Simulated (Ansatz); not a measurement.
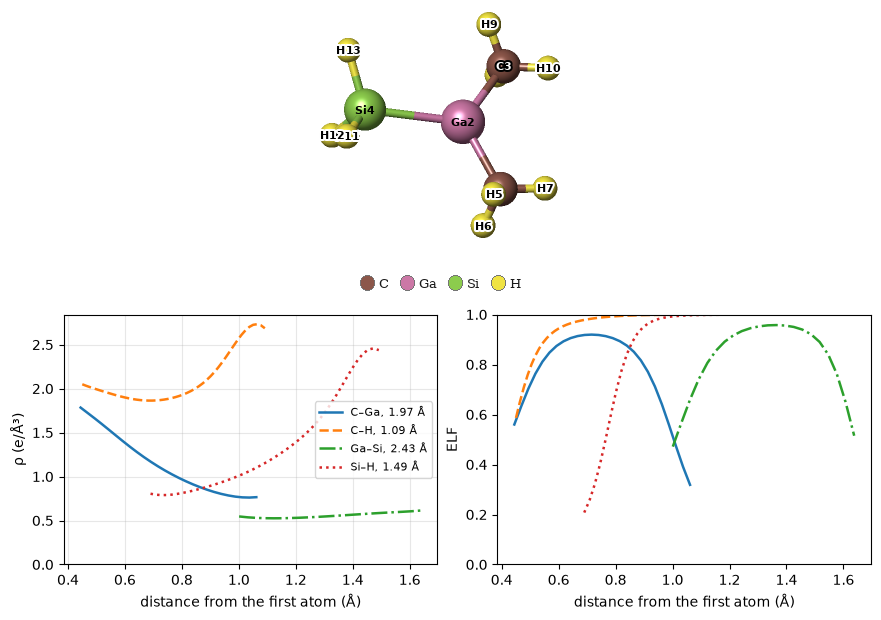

The picture shows: C₂H₉GaSi (SMILES [CH3][Ga]([CH3])[SiH3]). Total electron density and electron localisation function along straight lines between neighbouring atoms. The curves leave out the atomic cores. The structure is drawn too.

Geometry: PBE0-D4/def2-TZVP.

Computed with Ansatz 0.2.0, RKS PBE0-D4/def2-TZVPP.

```xyz
13

C     0.1018    1.6616   -1.2225
Ga    0.1483    0.1218    0.0134
C     1.3579    0.1222    1.5741
Si   -1.3635   -1.7404   -0.3521
H     0.2150    1.3260   -2.2568
H    -0.8712    2.1585   -1.1584
H     0.8786    2.3958   -1.0029
H     0.8042    0.4796    2.4494
H     1.7207   -0.8799    1.8104
H     2.2105    0.7883    1.4279
H    -1.6962   -1.9435   -1.7917
H    -2.6554   -1.4925    0.3559
H    -0.8301   -3.0323    0.1680
```

> Compare the contacts.

C–Ga (1.97 Å): the density is about 0.77 e/Å³ at the midpoint; the ELF peaks at about 0.90 in the valence shell of C, 0.7 Å from its nucleus, and is about 0.55 at the midpoint.
C–H (1.09 Å): ρ at the midpoint is about 1.9 e/Å³; the ELF climbs to about 1 towards the hydrogen, as it does in any bond to H; a covalent bond by its length.
Ga–Si (2.43 Å): ρ is about 0.53 e/Å³ halfway; the ELF peaks at about 0.95 between the atoms (localised, covalent bonding).
Si–H (1.49 Å): ρ at the midpoint is about 0.79 e/Å³; the ELF climbs to about 1 towards the hydrogen.
